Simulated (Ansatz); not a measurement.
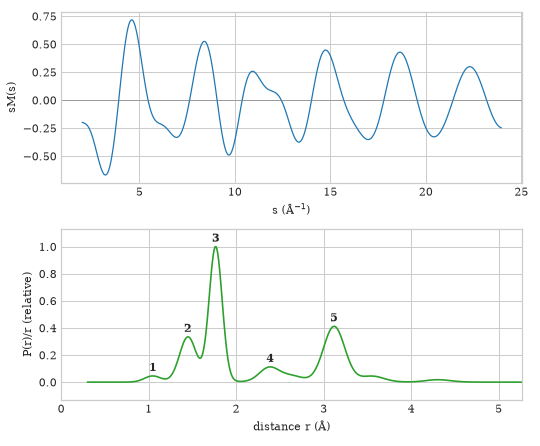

Simulated gas electron diffraction: reduced molecular intensity sM(s) from the Debye equation in the first Born approximation (top) and the radial distribution curve (bottom) of H6NPSi. Each pair of atoms contributes with weight ZᵢZⱼ/r; damping constant 0.0015 Å²; vibrational amplitudes assumed, not computed: 0.05 Å for bonds, 0.078 Å for bonds to H, 0.06 + 0.015 r up to 0.15 Å for other pairs. The geometry is the end point of an optimisation (RKS PBE-D4/STO-3G in Ansatz); it may be a saddle point or a higher isomer.

**Read the positions of the numbered peaks and name the main pairs (– for bonds).**

Peak 1, 1.05 Å: N–H 1.05 Å
Peak 2, 1.45 Å: P–H 1.43–1.44 Å (×2), Si–H 1.46–1.47 Å (×3)
Peak 3, 1.77 Å: Si–N 1.76 Å, P–N 1.77 Å
Peak 4, 2.39 Å: P···H 2.35 Å, N···H 2.37–2.62 Å (×4), Si···H 2.39 Å, not resolved; in its flanks N···H 2.70 Å
Peak 5, 3.12 Å: Si···H 3.10–3.20 Å (×2), P···Si 3.12 Å, not resolved
